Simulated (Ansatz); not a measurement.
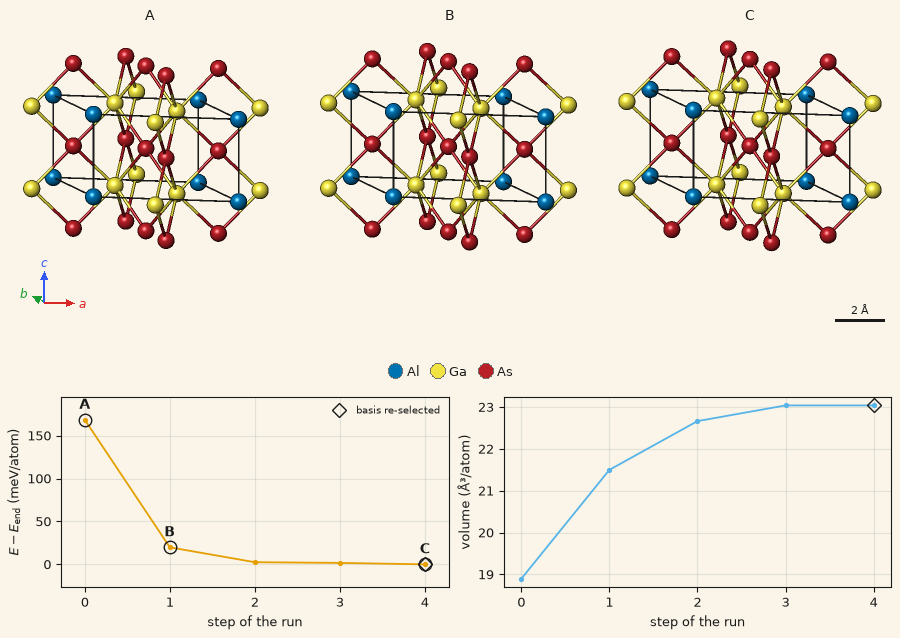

Frames of a relaxation of crystalline AlGa$_{2}$As$_{3}$ (a generated structure, set up in P6/mmm) (coarse preliminary run), marked on the history of the run. A ball-and-stick model of the cell of the calculation, seen slightly off an axis.

All numbers below come from DFT PBE, scalar-relativistic, plane waves, PAW (Ansatz 0.2.0). Settings: plane-wave cutoff 420 eV; k-point mesh 3 × 3 × 6; occupations gaussian; smearing width 0.1 eV; no spin polarisation; cell and atoms relaxed; force threshold 0.04 eV/Å; at most 70 steps.

Describe the path.

Answer. After 3 accepted moves (4 points after the start) the energy has fallen by 168 meV per atom. All forces vanish by symmetry, so only the cell relaxes. Pressure: 15.43 GPa at the start and 0.03 GPa at the end. At 1 point the geometry stayed and the basis and grid were re-selected for the new cell (energy shift of 1.7 meV per atom at most each time). The atoms keep their places relative to the cell (all moves are under 0.005 Å). The drawn cell changes as follows: a = b 6.177 → 6.658 Å (+7.8 %), c 3.431 → 3.601 Å (+4.9 %); the volume changes by +21.9 %. Some distances before and after: As–Ga 2.474 → 2.634 Å. The space group stays P6/mmm (No. 191). From step 0 to 1: volume +13.8 %, energy −149 meV per atom. From step 1 to 4: volume +7.2 %, energy −19.9 meV per atom.
